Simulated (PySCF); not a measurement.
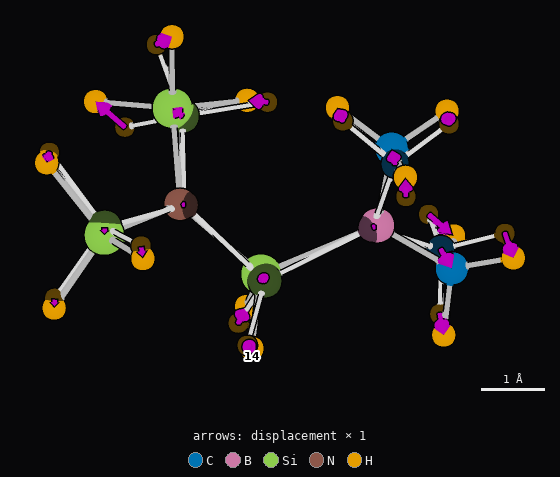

A relaxation of C2H14BNSi3. The starting structure is drawn faded, the final one solid; purple arrows show the displacements, at their true length. The two geometries are superimposed by the best rigid fit.

Style: ball-and-stick. Shown at a tilt.

The start comes from GFN2-xTB. Its atoms were then displaced at random by about 0.01 Å.

These are results of PySCF 2.14.0, density-fitted response routines, PBE0-D3(BJ)/def2-SVP geometry optimisation, gas phase, not measurements. 

Question: What happened in the run?

Answer: The atom that moves furthest after the best rigid fit is an H atom (0.75 Å). By element the largest moves are H 0.75 Å, C 0.45 Å, Si 0.25 Å, B 0.09 Å, N 0.09 Å. Near-neighbour distances that change, for instance: B–Si 1.929 → 2.031 Å, C–H 1.073 → 1.111 Å, H–Si 1.463 → 1.496 Å, N–Si 1.793 → 1.771 Å. Bond angles that change, for instance: B–Si–H 117.1° → 108.9°, B–C–H 110.6° → 103.7°, B–Si–H 118.9° → 112.1°. Groups turn about B–Si by about 25°. After 14 geometry steps the energy has fallen by 7.88 kcal/mol.
